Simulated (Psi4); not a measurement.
# InHCl (SMILES [Cl][InH]): USVWN5/def2-TZVPP (core potential)

Aim: the vertical doublet–quartet gap of InHCl at USVWN5/def2-TZVPP (core potential), from 2 runs. 

The results are computed with Psi4 1.11.

1 further run of the same task is left out (set aside as unsound or not needed).

## Step 1: The system as given

InHCl has 3 atoms, charge 0, and is taken as a doublet. SMILES: `[Cl][InH]`. The shape is that of a PBE0-D4/def2-TZVP optimisation.

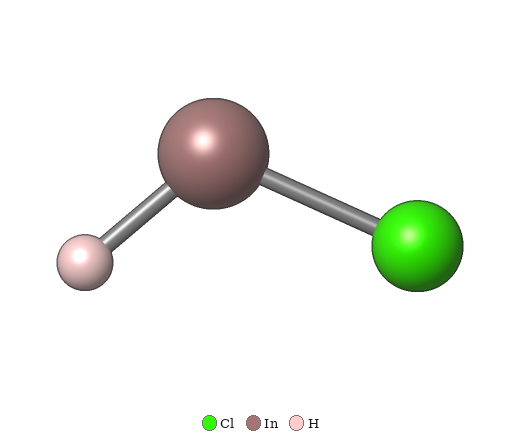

Viewed from a chosen angle; chlorine green, indium brown, hydrogen pink.

## Step 2: A single-point energy at USVWN5/def2-TZVPP (core potential)

The input, job.inp:

```
memory 1.6 GB

molecule mol {
  0 2
  Cl    -1.649800     0.396800    -0.867400
  In     0.409500     0.542400     0.286100
  H      1.229400    -1.003900     0.568100
  symmetry c1
  no_reorient
  no_com
}

set {
  basis def2-TZVPP
  reference uks
  puream true
  e_convergence 1e-09
  d_convergence 1e-08
  scf_type pk
  dft_radial_points 99
  dft_spherical_points 590
  maxiter 200
}

e_tot, wfn = energy('scf', dft_functional={"name": "SVWN5", "x_functionals": {"LDA_X": {}}, "c_functionals": {"LDA_C_VWN": {}}}, return_wfn=True)
oeprop(wfn, 'MAYER_INDICES', 'WIBERG_LOWDIN_INDICES', 'LOWDIN_CHARGES', title='SCF')
```

Command:

```
$ psi4 job.inp job.out -n 1
```

job.out:

```text
[...]
    !!!  WARNING: ECP capability is in beta. Please check occupations closely.  !!!
[...]
  Running in c1 symmetry.
[...]
  Nuclear repulsion =   88.717601164286506
[...]
  Multiplicity = 2
[...]
  Nalpha       = 20
  Nbeta        = 19
[...]
    Number of basis functions: 106
[...]
   @UKS iter   1:  -648.97626506840209   -6.99802e-01   6.19157e-03 ADIIS/DIIS
[...]
   @UKS iter  13:  -649.16010493866554   -4.43379e-12   4.28781e-09 DIIS
[...]
   @S^2 Observed:                7.523675584E-01
[...]
    Orbital Energies [Eh]
    ---------------------
    Alpha Occupied:
       1A   -100.272934     2A     -9.109723     3A     -6.965375
       4A     -6.960686     5A     -6.960136     6A     -4.492539
       7A     -2.939546     8A     -2.933602     9A     -2.931193
      10A     -0.740750    11A     -0.713592    12A     -0.710395
      13A     -0.708870    14A     -0.706853    15A     -0.682851
      16A     -0.399968    17A     -0.307399    18A     -0.278400
      19A     -0.275313    20A     -0.198310
    Alpha Virtual:
      21A     -0.110431    22A     -0.043447    23A      0.012165
      24A      0.047818    25A      0.059592    26A      0.072357
[...]
  @UKS Final Energy:  -649.16010493866554
   => Energetics <=
    Nuclear Repulsion Energy =             88.7176011642865063
    One-Electron Energy =               -1147.8620325754332043
    Two-Electron Energy =                 453.4344726257381808
    DFT Exchange-Correlation Energy =     -43.4501461532569166
    Empirical Dispersion Energy =           0.0000000000000000
    VV10 Nonlocal Energy =                  0.0000000000000000
    Total Energy =                       -649.1601049386655404
[...]
 Multipole Moments:
 ------------------------------------------------------------------------------------
     Multipole            Electronic (a.u.)      Nuclear  (a.u.)        Total (a.u.)
 ------------------------------------------------------------------------------------
 L = 1.  Multiply by 2.5417464519 to convert [e a0] to [Debye]
 Dipole X            :         35.3119168          -34.4264636            0.8854532
 Dipole Y            :        -32.2379602           32.3749770            0.1370168
 Dipole Z            :         15.9425080          -15.4383066            0.5042015
 Magnitude           :                                                    1.0281148
[...]
```

Run time: 11 s. Hardware: 1 thread of Intel Xeon Platinum 8488C (Sapphire Rapids), shared host; peak memory 0.55 GiB.

## Step 3: The quartet, same level

The input, calc.py:

```python
import psi4

psi4.set_memory('1600 MB')
psi4.set_num_threads(1)
psi4.set_output_file('psi4.out', False)

geom = psi4.geometry("""
0 4
Cl    -1.649800     0.396800    -0.867400
In     0.409500     0.542400     0.286100
H      1.229400    -1.003900     0.568100
units angstrom
symmetry c1
""")

psi4.set_options({
    'basis': 'def2-TZVPP',
    'reference': 'uks',
    'puream': True,
    'e_convergence': 1e-09,
    'd_convergence': 1e-08,
    'scf_type': 'pk',
    'dft_radial_points': 99,
    'dft_spherical_points': 590,
    'maxiter': 200,
})

E = psi4.energy("scf", dft_functional={"name": "SVWN5", "x_functionals": {"LDA_X": {}}, "c_functionals": {"LDA_C_VWN": {}}}, molecule=geom)
print(f'scf energy: {E:.10f} Eh')
```

Command:

```
$ python calc.py
```

psi4.out:

```text
[...]
    !!!  WARNING: ECP capability is in beta. Please check occupations closely.  !!!
[...]
  Running in c1 symmetry.
[...]
  Nuclear repulsion =   88.717601164286492
[...]
  Multiplicity = 4
[...]
  Nalpha       = 21
  Nbeta        = 18
[...]
    Number of basis functions: 106
[...]
   @UKS iter   1:  -648.67574341317027   -3.99766e-01   6.71159e-03 ADIIS/DIIS
[...]
   @UKS iter  17:  -648.97968309424846   -1.36424e-12   8.39024e-09 DIIS
[...]
   @S^2 Observed:                3.753620223E+00
[...]
    Orbital Energies [Eh]
    ---------------------
    Alpha Occupied:
       1A   -100.347392     2A     -9.182503     3A     -7.044432
       4A     -7.032330     5A     -7.029814     6A     -4.494056
       7A     -2.939378     8A     -2.938518     9A     -2.930893
      10A     -0.792711    11A     -0.722267    12A     -0.711860
      13A     -0.708715    14A     -0.706741    15A     -0.703023
      16A     -0.438339    17A     -0.363262    18A     -0.340957
      19A     -0.328424    20A     -0.219111    21A     -0.117921
    Alpha Virtual:
      22A     -0.064532    23A     -0.005759    24A      0.036105
      25A      0.049247    26A      0.059713    27A      0.075006
[...]
  @UKS Final Energy:  -648.97968309424846
   => Energetics <=
    Nuclear Repulsion Energy =             88.7176011642864921
    One-Electron Energy =               -1146.5541751180419396
    Two-Electron Energy =                 452.2502468488445402
    DFT Exchange-Correlation Energy =     -43.3933559893374863
    Empirical Dispersion Energy =           0.0000000000000000
    VV10 Nonlocal Energy =                  0.0000000000000000
    Total Energy =                       -648.9796830942484576
[...]
 Multipole Moments:
 ------------------------------------------------------------------------------------
     Multipole            Electronic (a.u.)      Nuclear  (a.u.)        Total (a.u.)
 ------------------------------------------------------------------------------------
 L = 1.  Multiply by 2.5417464519 to convert [e a0] to [Debye]
 Dipole X            :         34.4528023          -34.3160511            0.1367512
 Dipole Y            :          4.1844959           -4.3716373           -0.1871414
 Dipole Z            :         -0.0000002            0.0000000           -0.0000002
 Magnitude           :                                                    0.2317818
[...]
```

Standard output:

```text
scf energy: -648.9796830942 Eh
```

Wall time 13 s (1 thread of Intel Xeon Platinum 8488C (Sapphire Rapids), shared host); peak memory 0.56 GiB.

## Step 4: Summary of results

Level: USVWN5/def2-TZVPP (core potential).

| quantity | value |
| --- | --- |
| doublet: total energy | -649.16010 Eh |
| doublet: dipole moment | 2.61 D |
| doublet: HOMO energy (highest over α and β) | -5.40 eV |
| doublet: LUMO energy (lowest over α and β) | -4.57 eV |
| doublet: ⟨S²⟩ | 0.752 |
| quartet: total energy | -648.97968 Eh |
| quartet: dipole moment | 0.59 D |
| quartet: HOMO energy (highest over α and β) | -3.21 eV |
| quartet: ⟨S²⟩ | 3.754 |
| vertical energy of the quartet above the doublet | 4.910 eV |

In words: At this shape the quartet lies 4.91 eV (113 kcal/mol) above the doublet.
